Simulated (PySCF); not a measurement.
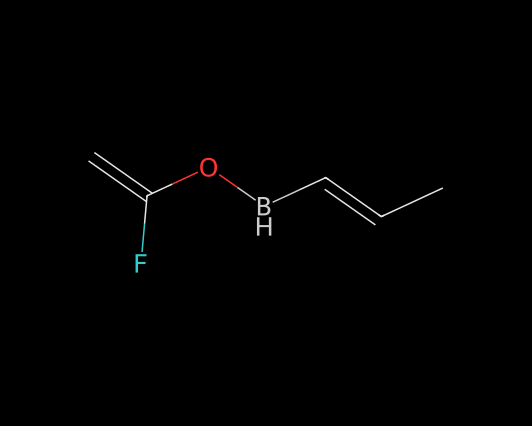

The computed structure is the end point of a GFN2-xTB optimisation. No frequency run is at hand to confirm it as a minimum. Method: PBE0/pcSseg-1, gas phase (PySCF 2.14.0).

Computed properties:

The species is C₅H₈BFO (`C=C(F)OB/C=C/C`).
- dipole moment: 1.81 D
- HOMO energy (Kohn–Sham orbital): −7.10 eV
- LUMO energy (Kohn–Sham orbital): −1.38 eV
- HOMO–LUMO gap: 5.72 eV

The geometry is semi-empirical. Around B such bond lengths and angles can be off by a tenth of an ångström or more and by several degrees, and values that hang on the shape move with them.
